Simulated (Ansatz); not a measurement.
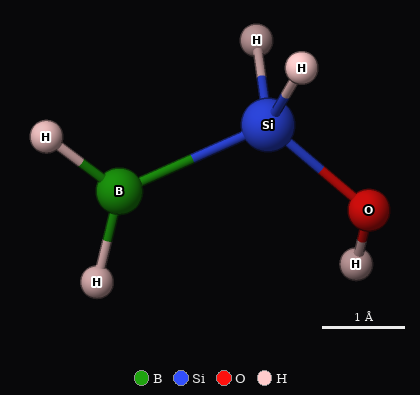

The input geometry (ball-and-stick view, seen at a tilt). Bond lengths as drawn: B–H 1.20 Å, B–Si 2.00 Å, H–O 0.96 Å, H–Si 1.49 to 1.50 Å and O–Si 1.65 Å.

## Single-point calculation, with input and output: BSiH5O

The run: single-point calculation of BSiH5O, SMILES B[SiH2]O. Method and program: RKS PBE0-D4/def2-TZVPP (Ansatz 0.2.0).

The geometry comes from this level: PBE0-D4/def2-TZVP.

### Input file
```yaml
crystal:
  periodic: [false, false, false]
  atoms:
    - {symbol: B, position_ang: [-0.931926, 0.607171, -0.805092]}
    - {symbol: Si, position_ang: [0.619727, 0.066430, 0.343604]}
    - {symbol: O, position_ang: [0.419822, -1.306655, 1.245127]}
    - {symbol: H, position_ang: [-1.863189, -0.104347, -1.050525]}
    - {symbol: H, position_ang: [-0.922741, 1.686233, -1.324195]}
    - {symbol: H, position_ang: [0.965216, 1.126496, 1.326429]}
    - {symbol: H, position_ang: [1.776714, -0.067963, -0.600864]}
    - {symbol: H, position_ang: [0.028478, -2.064466, 0.809717]}
basis:
  gaussian: {orbitals: def2-TZVPP}
hamiltonian: {xc: pbe0, dispersion: d4}
output: {orbitals: {seedname: orbitals}}
```

Machine: 2 threads of Arm Neoverse V2, 23 GiB of memory available, shared host.

Launched with:
```bash
ansatz run in.yaml --threads 2 --pin off --events-out ev --progress --plain --max-ram 4352MiB
```

### Log
```
Functional definition: PBE0
  name "PBE0"
  cite "Adamo & Barone, J. Chem. Phys. 110, 6158 (1999) doi:10.1063/1.478522"
  cite "Perdew, Burke & Ernzerhof, Phys. Rev. Lett. 77, 3865 (1996) doi:10.1103/PhysRevLett.77.3865"
  parent pbe
  parameter a = 0.25
  parameter kappa = 0.804
  parameter beta = 0.06672455060314922
  exchange = (1 - a)*pbe_x(kappa = kappa, mu = beta*pi^2/3) + a*exact_x
  correlation = pbe_c(beta = beta)
906 factors; their error is unknown
mean field evaluation 1: about -10672.5378 eV, gradient 5.2e1 eV
mean field evaluation 2: about -10665.4567 eV, gradient 8.1e1 eV
mean field evaluation 4: about -10676.9997 eV, gradient 2.0e0 eV
mean field evaluation 8: about -10677.0111 eV, gradient 6.9e-2 eV
mean field evaluation 16: about -10677.0277 eV, gradient 5.1e-5 eV
mean field -10677.02770303 eV, -392.3735309370 hartree, gradient 5.1e-5 eV, S^2 0.000000; 0 other end points of the search recorded, 0 dependent functions left out
reference -10677.02773509 eV, -392.3735321151 hartree; 16, 16 occupied and 158, 158 virtual orbitals, 906 factors
Total energy: -10677.12342865 eV, -392.3770487887 hartree
```

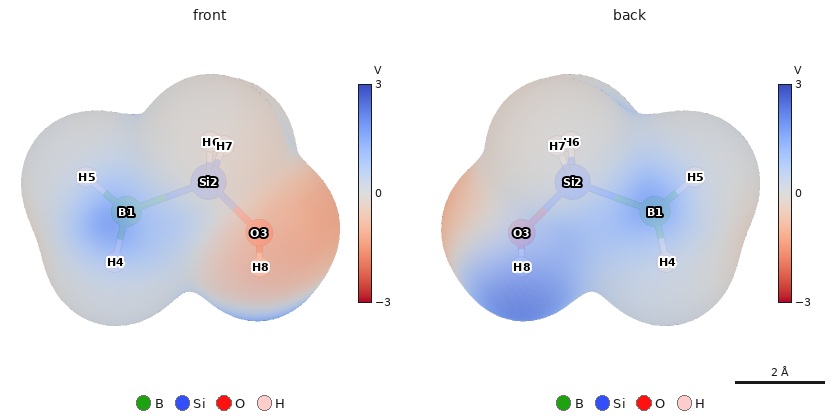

The molecular electrostatic potential painted on the density surface at 0.001 e/bohr³, seen at a tilt and from behind; the colour scale runs from red (negative) to blue (positive).

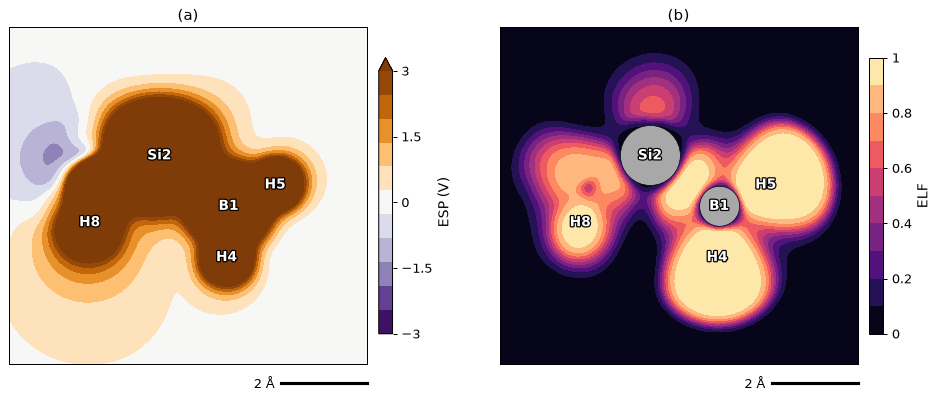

(a) electrostatic potential; (b) ELF on the plane of atoms Si2, B1 and H4. Grey discs, where drawn, cover atomic cores. The plane passes through B, Si and H nuclei. Si–B (2.00 Å): the ELF peaks at about 1 between the atoms, which marks a shared electron pair.

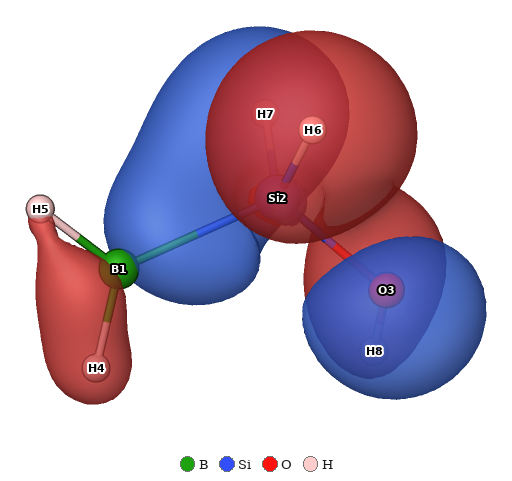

One frontier orbital at ±0.08 Å⁻³ᐟ² (blue and red are the two phases), seen at a tilt. The HOMO−1, at −8.99 eV. By Hirshfeld shares it lies mainly on O3 (30 %), Si2 (25 %), H6 (20 %) and H7 (15 %).

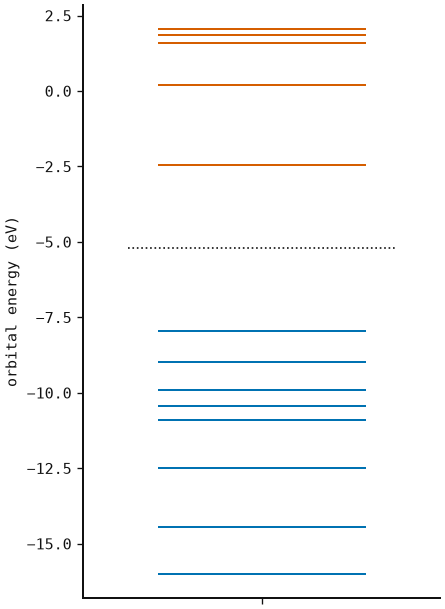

Orbital energies near the frontier; the dotted line parts filled from empty levels, and levels within 0.02 eV of each other stand side by side. Highest filled −7.96 eV, lowest empty −2.47 eV, 5.49 eV apart.

### Summary

| quantity | value |
| --- | --- |
| outcome | converged |
| total energy | −10677.1234 eV |
| mean-field energy | −10677.0277 eV |
| dispersion energy | −0.0957 eV |
| SCF solution under orbital rotations | stable |
| HOMO | −7.96 eV |
| LUMO | −2.47 eV |
| wall time | 2 s (CPU time 3.6 s) |
| peak memory | 0.3 GiB |
